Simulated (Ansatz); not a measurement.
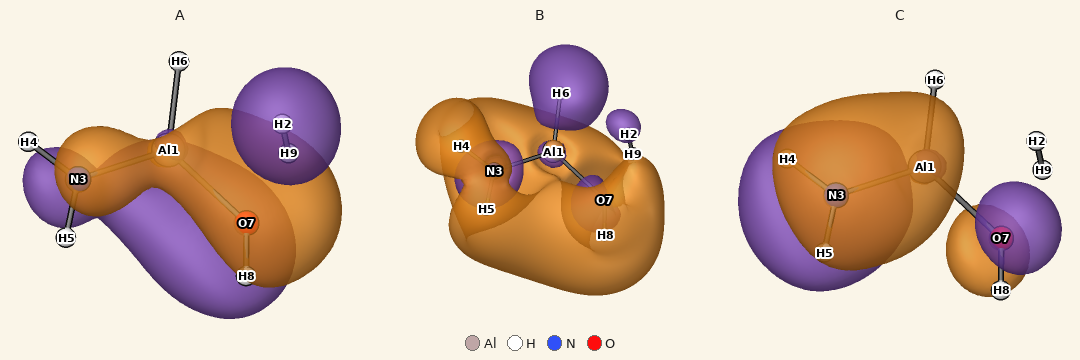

The picture shows: AlH4NO···H2. Three frontier orbitals at ±0.06 Å⁻³ᐟ² (orange and purple are the two phases), in no order.

Not at a stationary point (largest force 1.9 eV/Å).

These are results of RKS BLYP-D4/def2-SVP in Ansatz, not measurements.

```
atom    x (Å)    y (Å)    z (Å)
  Al   0.0255   0.5568  -0.3253
   H   0.0570  -0.2280   2.3240
   N   1.6339   0.0490  -0.9073
   H   1.8125  -0.7740  -1.4880
   H   2.5009   0.5829  -0.7821
   H  -1.2853  -0.2467  -0.6735
   O  -0.1456   2.0539   0.5844
   H   0.6416   2.5195   0.9199
   H  -0.0533   0.4545   2.1157
```

Question: Which picture is the HOMO−1, the HOMO and the LUMO?

Answer: A is the HOMO−1 (−6.64 eV). It lies mainly on O7 (about 75 %); largely a lone pair of O7. C is the HOMO (−5.60 eV). By Hirshfeld shares it lies mainly on N3 (about 70 %); largely a lone pair of N3. B is the LUMO (−0.27 eV). Its weight (Hirshfeld) is mainly on Al1 (about 50 %), O7 (about 10 %), N3 (about 10 %), H8 (about 10 %) and H6 (about 5 %).

Question: What is the HOMO–LUMO gap?

Answer: 5.33 eV between the orbital energies.
